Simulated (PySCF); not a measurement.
**C4H12Si (tetramethylsilane): BHLYP/6-31G(d) (spherical functions)**

What is the energy change on altering one bond length of C4H12Si (tetramethylsilane) at BHLYP/6-31G* (spherical functions)? Input form: a Python script.

Program for the calculation: PySCF 2.14.0.

## (1) The structure to begin with

The species is C4H12Si (17 atoms), meant as a singlet with charge 0. As SMILES, `C[Si](C)(C)C`. The shape is that of a GFN2-xTB optimisation.

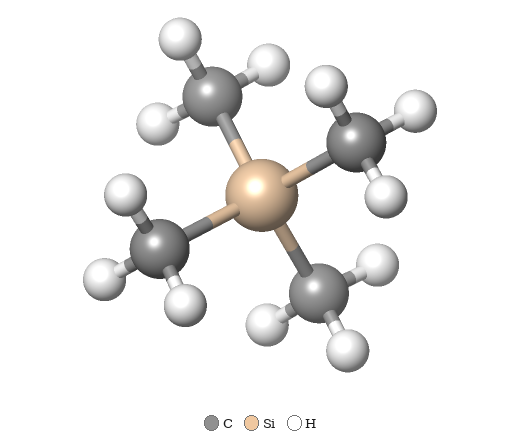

Viewed from a chosen angle; carbon grey, silicon light orange, hydrogen white.

## (2) A single-point energy at BHLYP/6-31G(d) (spherical functions)

The input, job.py:

```python
from pyscf import gto, dft

mol = gto.M(
    atom='''
C     -0.710254     1.648257    -3.129160
Si    -0.001209     0.000850     0.001625
C      3.118407     1.232158     1.330934
C      0.248348    -3.556483    -0.548002
C     -2.657730     0.676692     2.347758
H     -0.859618     3.680657    -2.890147
H     -2.478073     0.990746    -3.937225
H      0.766775     1.295804    -4.509548
H      3.590876     0.312712     3.103611
H      3.036431     3.251614     1.685862
H      4.669268     0.896694     0.029688
H      0.649480    -4.557849     1.197482
H      1.749206    -4.002875    -1.874476
H     -1.496758    -4.320046    -1.311111
H     -4.464251     0.000265     1.647973
H     -2.313119    -0.238030     4.151993
H     -2.847779     2.688872     2.702743
''',
    unit='bohr',
    max_memory=1860,
    verbose=3,
    charge=0,
    basis='6-31g*',
)

ks = dft.RKS(mol)
ks.xc = 'bhandhlyp'
ks.conv_tol = 1e-10
ks.grids.level = 5
ks.kernel()
if not ks.converged:
    ks = ks.newton().run(ks.mo_coeff, ks.mo_occ)

e_tot = ks.e_tot
print('E(%s) = %.9f' % ('BHLYP', e_tot))
```

The run is started by

```
$ OMP_NUM_THREADS=1 python job.py
```

What it wrote:

```text
converged SCF energy = -449.052832915805
E(BHLYP) = -449.052832916
```

Run time: 35 s. Hardware: 1 thread of Arm Neoverse V1, shared host; peak memory 0.51 GiB.

## (3) The distorted shape at the same level

The input, geometry.xyz:

```xyz
17
C4H12Si
C     -0.430552     1.017418    -1.942274
Si    -0.055342     0.145648    -0.285534
C      1.595488     0.797228     0.417906
C      0.076718    -1.736812    -0.576384
C     -1.461112     0.503288     0.955986
H     -0.509592     2.092918    -1.815794
H     -1.366042     0.669478    -2.369884
H      0.351058     0.830908    -2.672744
H      1.845508     0.310678     1.355966
H      1.552108     1.865878     0.605726
H      2.416168     0.619708    -0.270684
H      0.288988    -2.266712     0.347286
H      0.870938    -1.973032    -1.278324
H     -0.846752    -2.140872    -0.980204
H     -2.417082     0.145338     0.585676
H     -1.224050    -0.125960     2.197140
H     -1.561682     1.568088     1.143836
```

The input, calc.py:

```python
from pyscf import gto, dft

mol = gto.Mole()
mol.atom = 'geometry.xyz'
mol.basis = '6-31g*'
mol.verbose = 3
mol.max_memory = 1860
mol.build()

myscf = dft.RKS(mol, xc='bhandhlyp')
myscf.grids.level = 5
myscf.conv_tol = 1e-10
myscf.kernel()
if not myscf.converged:
    myscf = myscf.newton().run(myscf.mo_coeff, myscf.mo_occ)

e_final = myscf.e_tot
print('E(%s) = %.9f' % ('BHLYP', e_final))
```

The run is started by

```
$ OMP_NUM_THREADS=1 python calc.py
```

What it wrote:

```text
converged SCF energy = -449.014744740038
E(BHLYP) = -449.014744740
```

Wall time 39 s (1 thread of Arm Neoverse V1, shared host); peak memory 0.51 GiB.

## (4) Outcome

At BHLYP/6-31G* (spherical functions):

| quantity | value |
| --- | --- |
| first shape: total energy | -449.05283 Eh |
| first shape: dipole moment | 0.00 D |
| first shape: HOMO energy | -9.36 eV |
| first shape: LUMO energy | 3.22 eV |
| first shape: HOMO–LUMO gap | 12.57 eV |
| distorted shape: total energy | -449.01474 Eh |
| distorted shape: dipole moment | 0.35 D |
| distorted shape: HOMO energy | -9.29 eV |
| distorted shape: LUMO energy | 2.51 eV |
| distorted shape: HOMO–LUMO gap | 11.81 eV |
| energy change with the C5–H16 bond stretched from 1.086 to 1.412 Å | 1.036 eV |

In words: With the C5–H16 bond stretched from 1.086 to 1.412 Å the energy rises by 1.04 eV (24 kcal/mol). The first shape isn't relaxed at this level, so the change isn't measured from a minimum. Mulliken charges (first shape) run from -0.73 on C1 to +0.89 on Si2. Mulliken charges (distorted shape) run from -0.73 on C1 to +0.89 on Si2; they depend strongly on the basis.
